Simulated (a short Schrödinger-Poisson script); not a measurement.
Structure: gated Al0.3Ga0.7N/GaN polarisation-induced gas, at 20 K.

```tsv
layer	material	thickness (nm)	Na (cm⁻³)
1	Al0.3Ga0.7N	10	-
2	GaN	6000	5e14
```

Constants are typed, rounded textbook-type inputs, not results; the design itself was drawn at random and stands for no fabricated device. Al0.3Ga0.7N: permittivity 9.32, conduction-band edge (eV) 0.414, gap (eV) 4.021, electron mass (mₑ) 0.236, Nv at 300 K (cm⁻³) 4.6e19. GaN: permittivity 9.5, conduction-band edge (eV) 0, gap (eV) 3.43, Nv at 300 K (cm⁻³) 4.6e19.

Channel valleys (confinement mass, in-plane density-of-states mass, number): Γ 0.2, 0.2, 1. At the gate the conduction-band edge of layer 1 lies 1.23 eV − eVg above the Fermi level of the channel; the field vanishes at the back. Sheet of polarisation charge: +1.5e13 e/cm² at 10 nm from the gate. The barrier under the gate holds no holes. Gaps are held at their typed values at every temperature. Mesh 0.08 nm at interfaces.

From a short Schrödinger-Poisson script (our own, NumPy): 1D Poisson equation in equilibrium, electrons quantum, Hartree plus LDA exchange-correlation (BenDaniel-Duke, 40 states a valley, the channel's in-plane mass for all, wave functions free to enter the barrier), parabolic valleys, classical holes, full ionisation, no traps, pinning or gate leakage.

Only gate voltages with over 1e8 electrons/cm² are shown.

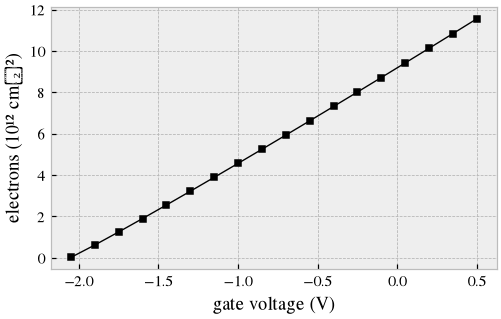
*Sheet density against gate voltage*

| Vg (V) | electrons (cm⁻²) | in the channel layer | C (μF/cm²) | Γ E0 (meV) | Γ E1 (meV) |
|---|---|---|---|---|---|
| 0.5 | 1.16e13 | 1.06e13 | 0.766 | -129.6 | -8.7 |
| 0.35 | 1.08e13 | 1.00e13 | 0.762 | -122.5 | -7.3 |
| 0.2 | 1.01e13 | 9.41e12 | 0.758 | -115.3 | -5.9 |
| 0.05 | 9.42e12 | 8.81e12 | 0.755 | -108.0 | -4.7 |
| -0.1 | 8.72e12 | 8.20e12 | 0.751 | -100.7 | -3.4 |
| -0.25 | 8.02e12 | 7.59e12 | 0.747 | -93.4 | -2.1 |
| -0.4 | 7.32e12 | 6.97e12 | 0.744 | -86.0 | -0.7 |
| -0.55 | 6.62e12 | 6.34e12 | 0.739 | -78.5 | 1.1 |
| -0.7 | 5.93e12 | 5.71e12 | 0.734 | -70.9 | 4.0 |
| -0.85 | 5.25e12 | 5.07e12 | 0.730 | -62.8 | 8.0 |
| -1 | 4.57e12 | 4.44e12 | 0.725 | -54.7 | 12.0 |
| -1.15 | 3.89e12 | 3.80e12 | 0.720 | -46.6 | 15.6 |
| -1.3 | 3.22e12 | 3.16e12 | 0.714 | -38.5 | 18.9 |
| -1.45 | 2.56e12 | 2.51e12 | 0.706 | -30.6 | 21.7 |
| -1.6 | 1.90e12 | 1.88e12 | 0.697 | -22.7 | 24.0 |
| -1.75 | 1.25e12 | 1.24e12 | 0.684 | -15.0 | 25.4 |
| -1.9 | 6.21e11 | 6.18e11 | 0.663 | -7.4 | 25.3 |
| -2.05 | 2.09e10 | 2.09e10 | 0.580 | 3.2 | 24.3 |

Subbands count from the Fermi level.
